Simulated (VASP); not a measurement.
Input:

```yaml
crystal:
  lattice:
    - [-2.00356, 2.00356, 2.00356]
    - [2.00356, -2.00356, 2.00356]
    - [2.00356, 2.00356, -2.00356]
  atoms:
    - { symbol: Dy, position: [0.00000, 0.00000, 0.00000] }
```

Level of theory: r2SCAN meta-GGA, VASP's PBE PAW potentials (set 64) (plane waves; VASP). Numerical set-up: 400 eV cut-off, 14×14×14 Γ-centred mesh, tetrahedra with Blöchl corrections, potentials Dy_3.

The 4f electrons are frozen in the core of the lanthanide potential, so 4f levels, which can set the real gap, and their magnetism are missing.

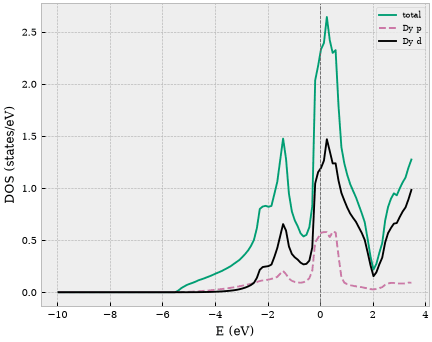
Figure: Total and projected density of states, zero at the Fermi level

Within 2 eV below the Fermi level the largest weight inside VASP's projection spheres is Dy d, then Dy p.

It has no gap at this level: it comes out as a metal or semimetal.

The structure was generated: Dy was put into the bcc type (Im-3m), which need not be its known phase. It was relaxed first.
